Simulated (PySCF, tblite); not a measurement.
# 1,1,1,2,3-pentafluoropropane (C₃H₃F₅): dynamics, then NMR shifts on frames

Aim: move 1,1,1,2,3-pentafluoropropane (C₃H₃F₅) (`FC[C@H](F)C(F)(F)F`) away from its starting geometry and see how NMR shifts follow the geometry.

Programs: tblite 0.8.0 and PySCF 2.14.0, with density-fitted response routines of our own. Each step states its level of theory. These are calculated values for one molecule in the gas phase, unless marked as measured. Atoms count from 0, in the outputs and in this text.

### 1 The starting structure

11 atoms, charge 0, multiplicity 1; geometry from: GFN2-xTB.

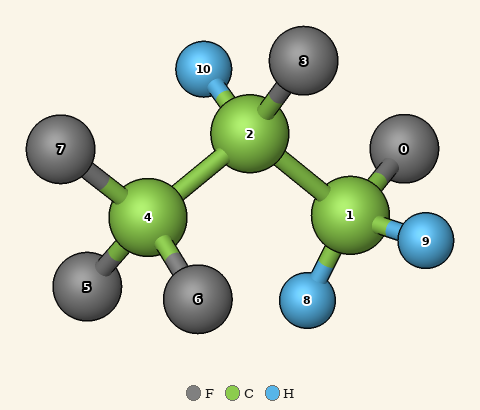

As it starts; fluorine grey, carbon green, hydrogen blue, atoms numbered.

### 2 A short Langevin run with GFN2-xTB

What the job is given:

```
{"job": {"kind": "md", "xc": "GFN2-xTB", "basis": "xTB", "temperature": 200, "steps": 2000, "every": 50, "frames": 5}, "charge": 0, "multiplicity": 1}
F     -2.362500    -0.467630    -0.136584
C     -1.253788     0.313224     0.003565
C     -0.027829    -0.566272     0.254307
F      0.114876    -0.828157     1.588848
C      1.253049     0.134164    -0.224219
F      1.198179     0.354081    -1.545822
F      1.424452     1.322670     0.359273
F      2.342235    -0.592629     0.008802
H     -1.140552     0.881635    -0.925042
H     -1.420285     0.981996     0.854103
H     -0.122413    -1.530411    -0.263194
```

Method: GFN2-xTB Langevin dynamics, gas phase.

Started as:

```console
> OMP_NUM_THREADS=1 python probes_run.py task.json out
```

The driver reads the jobs from task.json and runs them one after another.

What it wrote:

```text
t/fs     T/K      E/eV
    0.0   175.5   -860.21138
   25.0   102.1   -860.05529
   50.0   142.0   -860.02431
   75.0   146.9   -860.06143
  100.0   160.5   -860.11441
  125.0   146.7   -860.07850
  150.0   180.5   -860.02250
  175.0   184.9   -859.97318
  200.0   218.1   -860.01825
  225.0   238.8   -860.00863
  250.0   238.8   -859.91171
  275.0   193.6   -860.01231
  300.0   155.0   -859.95615
  325.0   157.0   -859.97397
  350.0   212.9   -859.97414
  375.0   217.0   -859.97290
  400.0   142.5   -859.91667
  425.0   223.5   -859.97133
  450.0   196.2   -859.99857
  475.0   169.3   -860.07789
  500.0   159.6   -859.99054
  525.0   205.6   -860.08824
  550.0   180.7   -860.02640
  575.0   166.9   -860.05870
  600.0   210.3   -860.02138
  625.0   150.4   -859.99794
  650.0   158.0   -860.04611
  675.0   182.3   -860.05621
  700.0   101.1   -859.95570
  725.0   132.3   -859.92804
  750.0   188.1   -860.02218
  775.0   232.6   -860.09426
  800.0   285.3   -860.07852
  825.0   140.0   -859.97375
  850.0   191.8   -860.03375
  875.0   183.0   -859.93949
  900.0   143.4   -860.00986
  925.0   168.5   -860.04039
  950.0   128.8   -859.94009
  975.0   221.7   -860.03350
 1000.0   184.7   -860.08810
```

Run time: 18 s. Hardware: 1 thread, shared host.

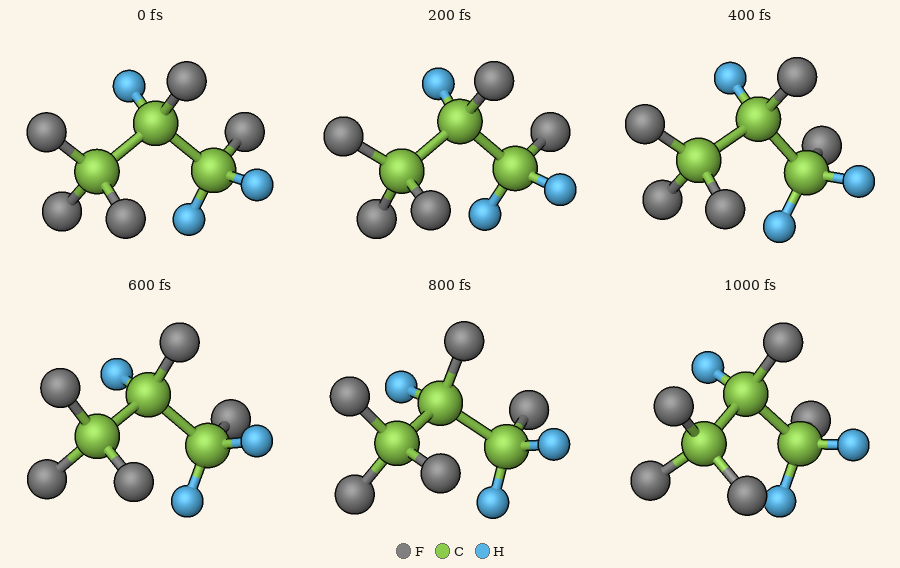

Frames of the run.

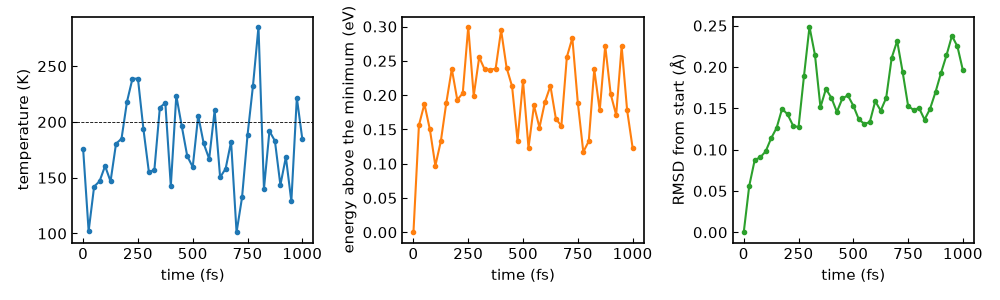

Temperature, potential energy and distance from the start.

Positions (Å) and forces (eV/Å) at 1000 fs:

```xyz
11

F    -2.389   -0.829   -0.851   -0.262   -0.606    0.109
C    -1.420   -0.127   -0.203   -0.178    0.566   -1.349
C    -0.214   -1.015    0.141   -0.259    0.846   -0.076
F    -0.334   -1.481    1.421    0.087   -0.091   -0.231
C     1.033   -0.108    0.067    0.127    0.075    0.300
F     1.453    0.065   -1.178   -0.031   -0.157   -0.590
F     0.791    1.137    0.521   -0.020   -0.258    0.233
F     2.060   -0.599    0.749    0.030   -0.020    0.177
H    -1.209    0.679   -0.966    0.414   -0.472    0.872
H    -1.876    0.303    0.679    0.021    0.103    0.370
H    -0.131   -1.857   -0.559    0.071    0.014    0.184
```

### 3 NMR shieldings: 250 fs, PBE0/pcSseg-1

What the job is given:

```
{"job": {"kind": "nmr", "xc": "PBE0", "basis": "pcSseg-1", "pop": false}, "charge": 0, "multiplicity": 1}
F     -2.481000    -0.949700    -0.338800
C     -1.491900    -0.068300     0.037900
C     -0.292400    -0.926400     0.325500
F     -0.125400    -1.243000     1.701900
C      0.983000    -0.179400    -0.076800
F      0.984700     0.233800    -1.388800
F      1.146600     0.815400     0.727500
F      2.019900    -1.012000    -0.033400
H     -1.317700     0.555600    -0.823500
H     -1.775300     0.495600     0.886700
H     -0.393300    -1.934300    -0.206800
```

Level: GIAO PBE0/pcSseg-1 NMR shielding, non-relativistic, gas phase.

What it wrote:

```text
coarse grid: 10552 points
cycle   1  E = -614.4056331033  dE =  1.215e+00  |g| = 1.062e+00  |ddm| = 2.762e+00
cycle   2  E = -614.1546026759  dE =  2.510e-01  |g| = 1.694e+00  |ddm| = 1.505e+00
cycle   3  E = -614.5893179117  dE = -4.347e-01  |g| = 7.458e-02  |ddm| = 9.762e-01
cycle   4  E = -614.5897879874  dE = -4.701e-04  |g| = 5.603e-02  |ddm| = 6.856e-02
cycle   5  E = -614.5902820420  dE = -4.941e-04  |g| = 8.859e-03  |ddm| = 3.343e-02
cycle   6  E = -614.5902922504  dE = -1.021e-05  |g| = 2.345e-03  |ddm| = 5.760e-03
cycle   7  E = -614.5902931850  dE = -9.346e-07  |g| = 4.569e-04  |ddm| = 1.869e-03
final grid: 107760 points
cycle   8  E = -614.6694406681  dE = -5.322e-05  |g| = 7.846e-03  |ddm| = 2.319e-02
cycle   9  E = -614.6694294839  dE =  1.118e-05  |g| = 1.171e-02  |ddm| = 1.187e-02
cycle  10  E = -614.6694526208  dE = -2.314e-05  |g| = 8.694e-04  |ddm| = 6.524e-03
cycle  11  E = -614.6694527494  dE = -1.286e-07  |g| = 2.535e-04  |ddm| = 8.106e-04
cycle  12  E = -614.6694527588  dE = -9.456e-09  |g| = 8.225e-05  |ddm| = 1.741e-04
cycle  13  E = -614.6694527597  dE = -8.745e-10  |g| = 2.301e-05  |ddm| = 5.841e-05
converged SCF energy = -614.6694527597

GIAO shielding tensors (ppm)
atom      isotropic    diamagn.    paramagn.     s11        s22        s33       span
  0 F      413.379     469.062     -55.683    356.778    406.651    476.709    119.931
  1 C      103.896     245.316    -141.420     76.986     83.697    151.004     74.018
  2 C       79.772     244.943    -165.171     56.488     79.258    103.568     47.080
  3 F      377.468     471.302     -93.834    335.557    374.171    422.677     87.119
  4 C       56.781     240.396    -183.615     50.163     55.234     64.947     14.784
  5 F      249.653     474.656    -225.003    155.575    236.461    356.923    201.348
  6 F      280.923     473.159    -192.236    219.178    299.761    323.831    104.653
  7 F      259.725     470.923    -211.198    181.894    253.503    343.778    161.884
  8 H       26.850      29.265      -2.415     22.438     27.380     30.732      8.293
  9 H       27.329      28.702      -1.373     23.765     28.463     29.758      5.993
 10 H       25.231      27.365      -2.133     23.944     24.432     27.318      3.374
```

Run time: 36 s. Hardware: 1 thread, shared host.

The references, computed at this level on geometries of the same kind, shield at (ppm): ¹H TMS 31.72, ¹³C TMS 186.9, ¹⁹F CFCl3 170.9. Their shielding less the atom's gives the shift. The references are single molecules in the gas phase, so shifts against H2O, NH3, PH3, H3PO4 or CFCl3 are not on the usual liquid scales and can be off by tens of ppm. Each atom is listed at this fixed geometry, with no averaging over motion; a spectrum would average atoms that exchange fast.

| atoms | environment | σ (ppm) | δ (ppm) |
| --- | --- | --- | --- |
| C4 | CF3 carbon | 56.8 | 130.1 |
| C2 | sp3 CH bonded to F | 79.8 | 107.2 |
| C1 | sp3 CH2 bonded to F | 103.9 | 83.0 |
| H10 | hydrogen on an sp3 CH bonded to F | 25.23 | 6.49 |
| H8 | hydrogen on an sp3 CH2 bonded to F | 26.85 | 4.87 |
| H9 | hydrogen on an sp3 CH2 bonded to F | 27.33 | 4.39 |
| F5 | fluorine of a CF3 group | 249.7 | -78.7 |
| F7 | fluorine of a CF3 group | 259.7 | -88.8 |
| F6 | fluorine of a CF3 group | 280.9 | -110.0 |
| F3 | fluorine on an sp3 carbon | 377.5 | -206.5 |
| F0 | fluorine on an sp3 carbon | 413.4 | -242.4 |

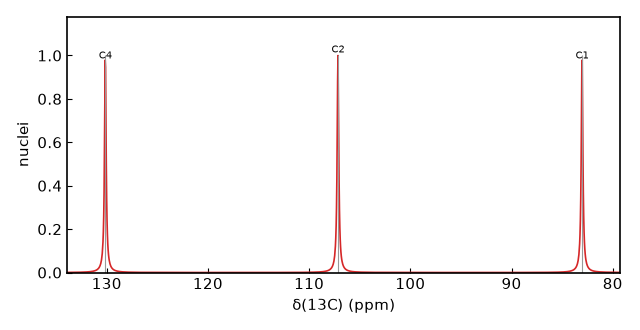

¹³C lines at the computed shifts, without couplings. Lines are broadened to a width of 0.19 ppm (Lorentzian).

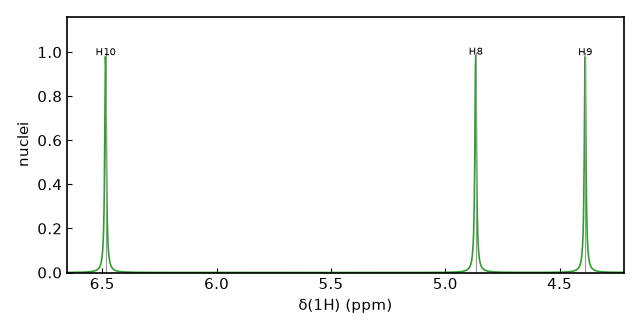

¹H lines at the computed shifts, without couplings. Lines are broadened to a width of 0.01 ppm (Lorentzian).

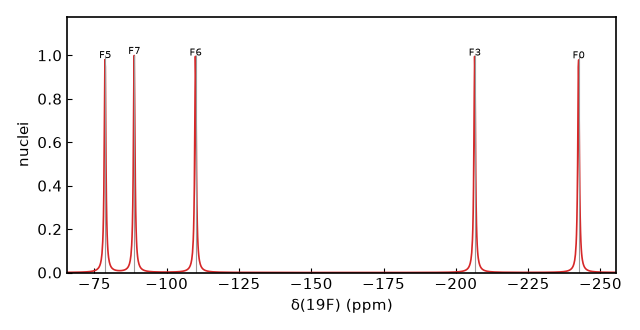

¹⁹F lines at the computed shifts, without couplings. Lines are broadened to a width of 0.65 ppm (Lorentzian).

The fields below are evaluated on a grid from the run's orbitals.

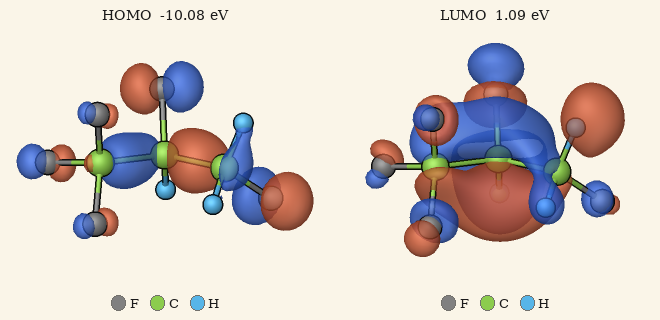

PBE0/pcSseg-1 orbitals near the gap, drawn at the value that encloses 70 % of each; the two colours are the two signs.

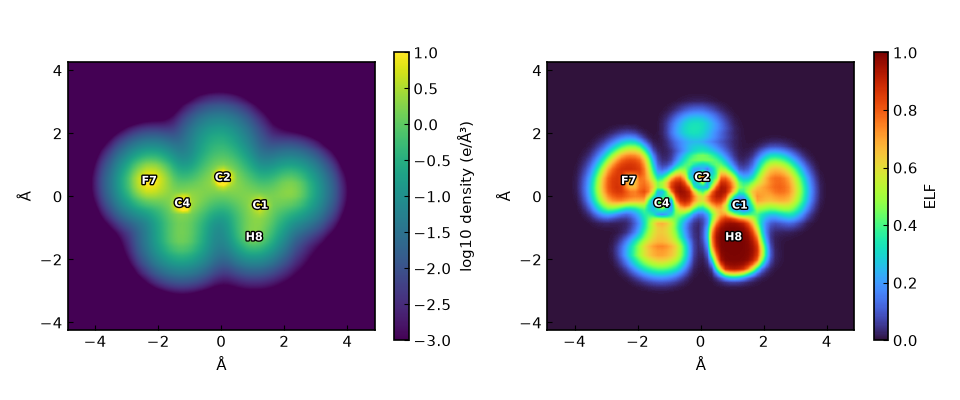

Density (left) and ELF (right) in a plane through or near 5 of the atoms.

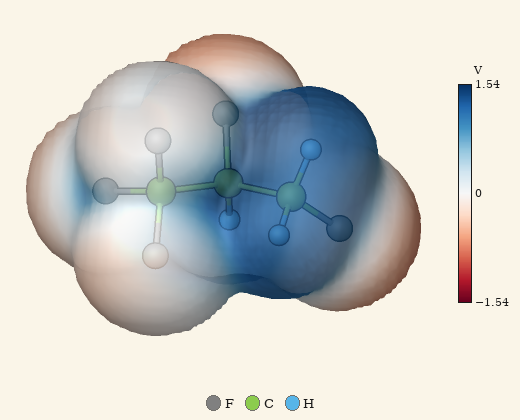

The potential that a unit positive charge feels on the 0.002 e/bohr³ surface, from the 1st to the 99th percentile, from -0.71 V near F0 to 1.54 V near H8.

(Part 1 of 2 ends here.)
